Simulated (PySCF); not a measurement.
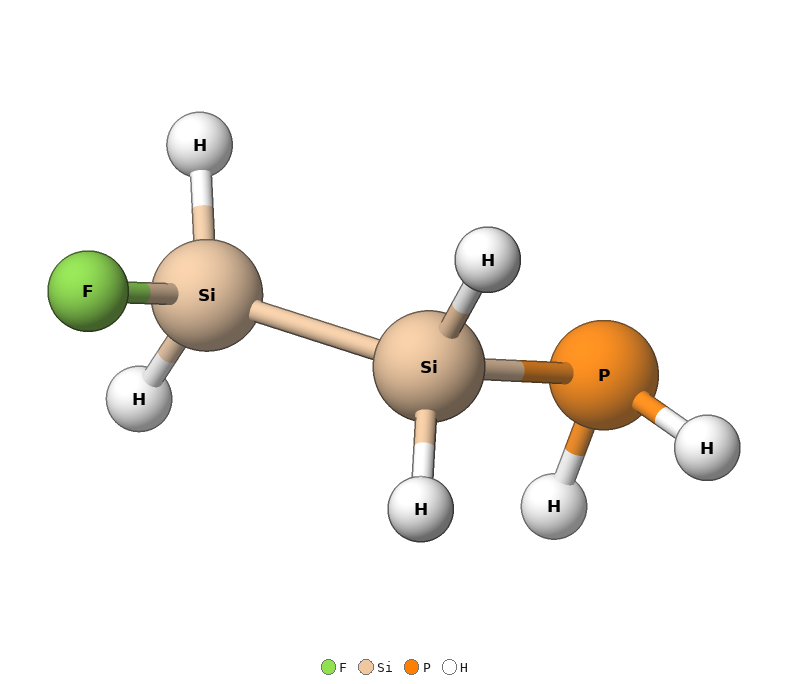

Ball-and-stick drawing of a structure.

Computed geometry: GFN2-xTB optimisation. No frequency run is at hand to confirm it as a minimum.

Identify the structure.

It has 10 atoms: 1 fluorine, 6 hydrogen, 1 phosphorus and 2 silicon (FH6PSi2). Its SMILES string is `F[SiH2][SiH2]P`. It has no ring. Among its groups: Si–H bond. The point group is C1. Coordination: 2 Si tetrahedral; 1 P trigonal pyramidal.

More results for the same structure follow; atom numbers are the same in all pictures, views and colours differ.

### Charges

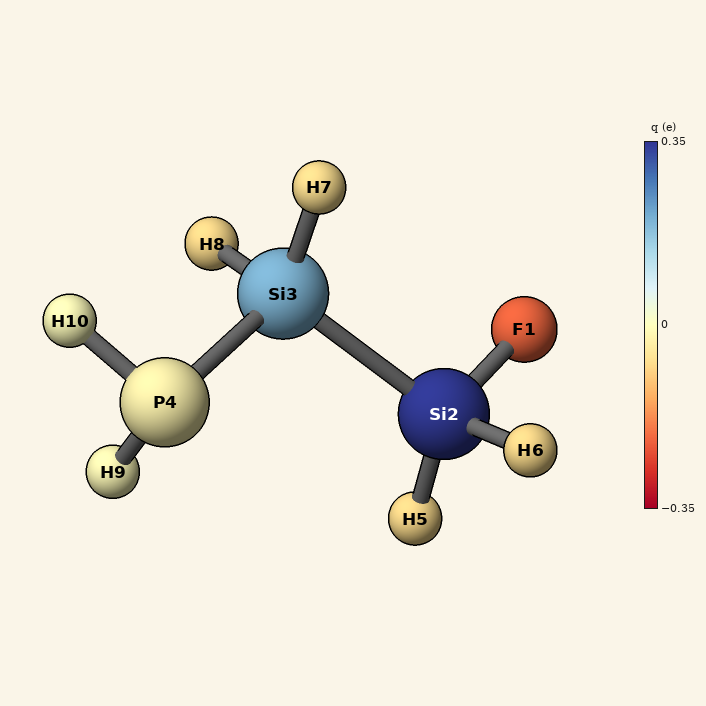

Atoms are coloured by their Hirshfeld charges. No frequency run is at hand to confirm it as a minimum. Method: PBE0/pcSseg-1, gas phase (PySCF 2.14.0).

Give the Hirshfeld charges atom by atom.

| atom | value (e) |
| --- | --- |
| F1 | −0.21 |
| Si2 | 0.34 |
| Si3 | 0.19 |
| P4 | −0.02 |
| H5 | −0.07 |
| H6 | −0.07 |
| H7 | −0.07 |
| H8 | −0.07 |
| H9 | −0.01 |
| H10 | 0.00 |

### NMR shielding

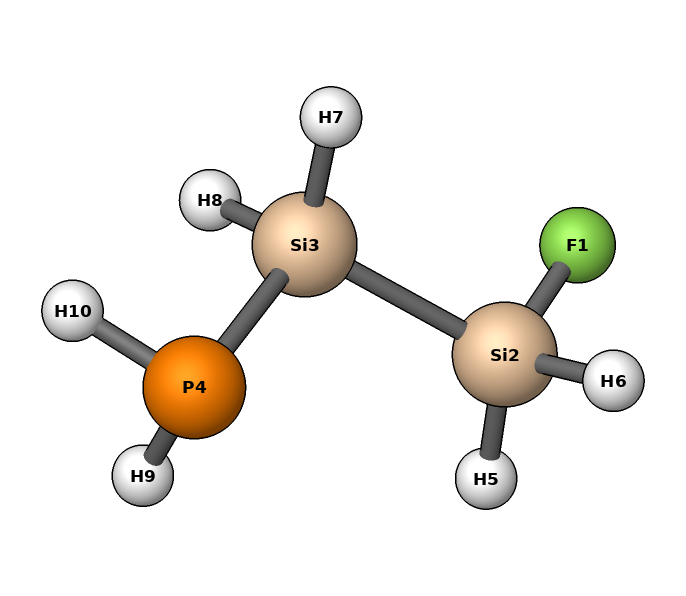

No frequency run is at hand to confirm it as a minimum. Properties computed with GIAO PBE0/pcSseg-1 NMR shielding, non-relativistic, gas phase (PySCF 2.14.0). Principal shieldings σ11 ≤ σ22 ≤ σ33, span Ω = σ33 − σ11, skew κ = 3(σiso − σ22)/Ω.

Give the shielding tensors of the P atoms.

```csv
atom,σ11,σ22,σ33,σiso,Ω,κ
P4,575.5,606.6,731.8,638.0,156.3,0.60
```

Shieldings and span in ppm.

### Electronic properties

No frequency run is at hand to confirm it as a minimum. Level of theory: PBE0/def2-SVPD, gas phase (PySCF 2.14.0). Excitations: vertical, linear response.

Estimate the mean static polarisability.

Answer. 83.2 bohr³.

Give the brightest of the 6 lowest singlets at this level.

Answer. 6.88 eV.

Estimate the HOMO energy (Kohn–Sham orbital).

Answer. −7.68 eV.

Estimate the HOMO–LUMO gap.

Answer. 6.57 eV.

The geometry is semi-empirical. Around P, Si such bond lengths and angles can be off by a tenth of an ångström or more and by several degrees, and values that hang on the shape move with them.
